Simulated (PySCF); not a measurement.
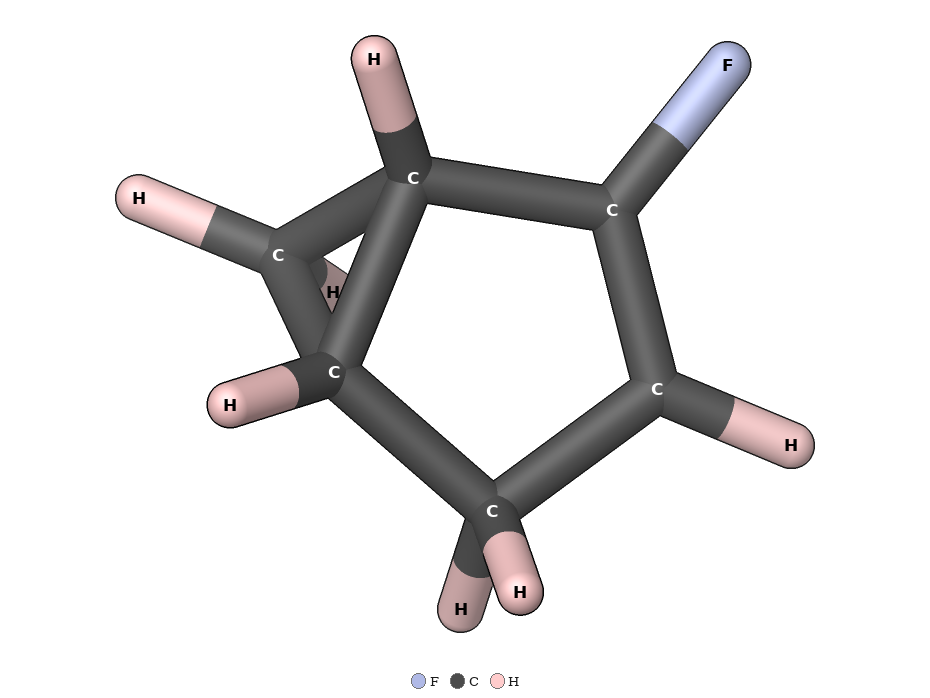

A stick model of a molecule.

The geometry was computed by an optimisation with GFN2-xTB. No frequency run is at hand to confirm it as a minimum.

Question: What is the molecular formula?

Answer: C6H7F, 14 atoms: 6 carbon, 7 hydrogen and 1 fluorine.

Question: Give the symmetry (Schoenflies symbol).

Answer: C1.

Question: Does it have rings?

Answer: Independent rings (smallest set): 1 of 3 members, 1 of 5 members.

More results for the same structure follow; atom numbers are the same in all pictures, views and colours differ.

**Shape**

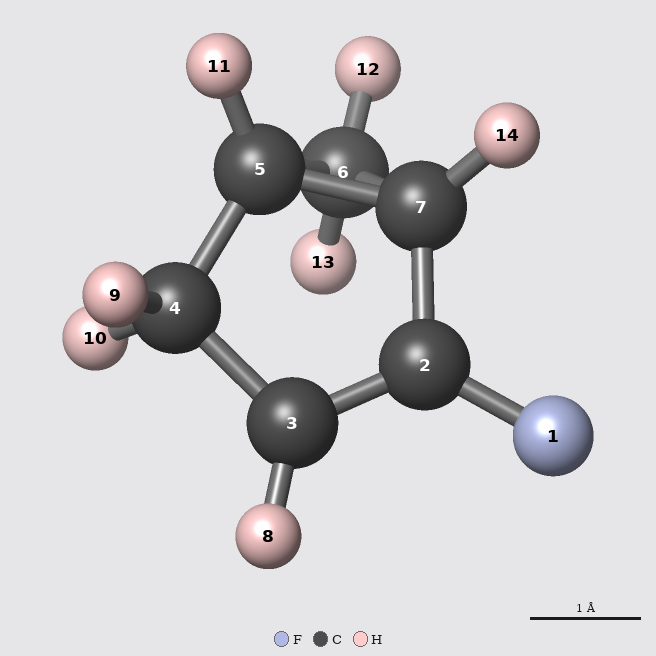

Atoms carry their numbers in the input. No frequency run is at hand to confirm it as a minimum.

Question: Describe the coordination of atom 3.

Answer: C3 has 3 neighbours (C2 at 1.33, C4 at 1.50, H8 at 1.07 Å); the arrangement is trigonal planar.

Question: How are the neighbours of atom 2 arranged?

Answer: C2 has 3 neighbours (F1 at 1.34, C3 at 1.33, C7 at 1.48 Å); the arrangement is trigonal planar.

Question: What is the geometry at C4?

Answer: C4 has 4 neighbours (C3 at 1.50, C5 at 1.52, H9 at 1.09, H10 at 1.09 Å); the arrangement is tetrahedral.

Question: What is the dihedral angle F1–C2–C3–C4?

Answer: 178° in size, that is anti.

**Electronic properties**

No frequency run is at hand to confirm it as a minimum. Level of theory: PBE0/def2-SVPD, gas phase (PySCF 2.14.0). Excitations: vertical, linear response.

What does the calculation give?

- dipole moment: 1.96 D
- HOMO energy (Kohn–Sham orbital): −6.69 eV
- LUMO energy (Kohn–Sham orbital): 0.51 eV
- HOMO–LUMO gap: 7.21 eV
- mean static polarisability: 63.7 bohr³
- lowest vertical singlet excitation: 6.45 eV
- its oscillator strength: 0.076

**NMR shielding**

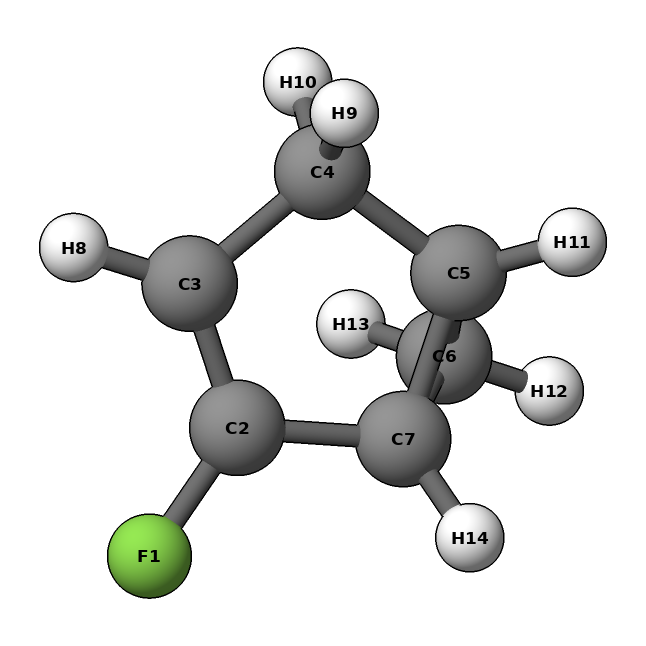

No frequency run is at hand to confirm it as a minimum. Method: GIAO PBE0/pcSseg-1 NMR shielding, non-relativistic, gas phase (PySCF 2.14.0). Principal shieldings σ11 ≤ σ22 ≤ σ33, span Ω = σ33 − σ11, skew κ = 3(σiso − σ22)/Ω.

Give the shielding tensors of the F atoms.

| atom | σ11 | σ22 | σ33 | σiso | Ω | κ |
| --- | --- | --- | --- | --- | --- | --- |
| F1 | 175.6 | 287.8 | 410.9 | 291.4 | 235.3 | 0.05 |

Shieldings and span in ppm.

**Ring current**

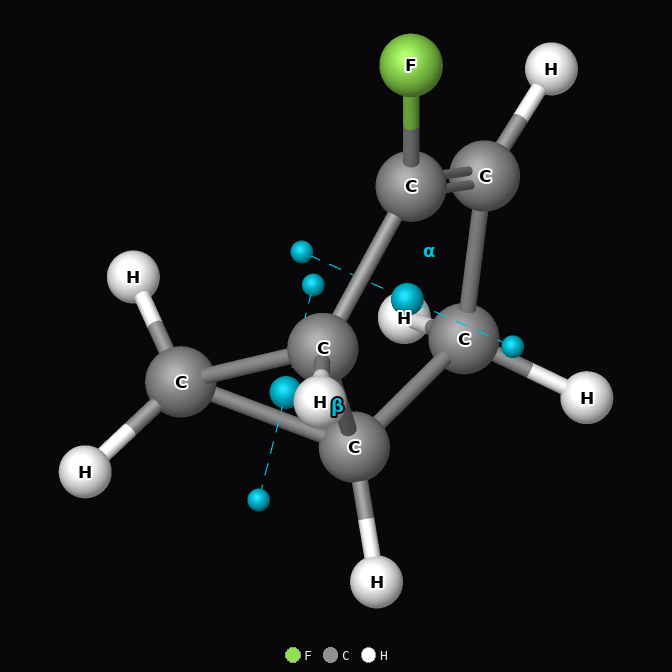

The small points mark where nucleus-independent chemical shifts (NICS) were computed: at the centre of each lettered ring and 1 Å above and below it. No frequency run is at hand to confirm it as a minimum. Level of theory: GIAO PBE0/pcSseg-1 NMR shielding, non-relativistic, gas phase (PySCF 2.14.0).

Give NICS(0), NICS(1) and the out-of-plane component NICS(1)zz for each ring (means of the two sides).

```csv
ring,members,NICS(0),NICS(1),NICS(1)zz
α,C5,−7.9,−4.0,−1.8
β,C3,−42.6,−8.5,−22.8
```

Values in ppm.

Question: What do the values say about the ring currents?

Answer: Ring α: weak, as in a non-aromatic ring. NICS is one index among several.
